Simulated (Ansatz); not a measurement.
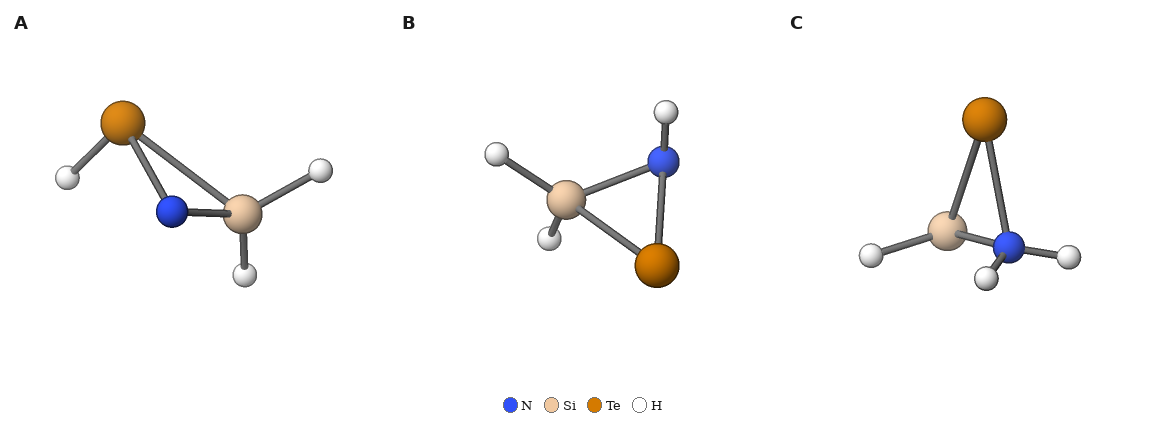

3 stationary structures of one formula. Geometries: PBE-D4/def2-SVP. Electronic energies: PBE-D4/def2-SVP (Ansatz 0.2.0), without zero-point energy. No frequency run is at hand to confirm each as a minimum.

**Which structure is the most stable?**

B is lowest (C1); C lies 0.2 kcal/mol above it (C1), A lies 40.7 kcal/mol above it (C1).
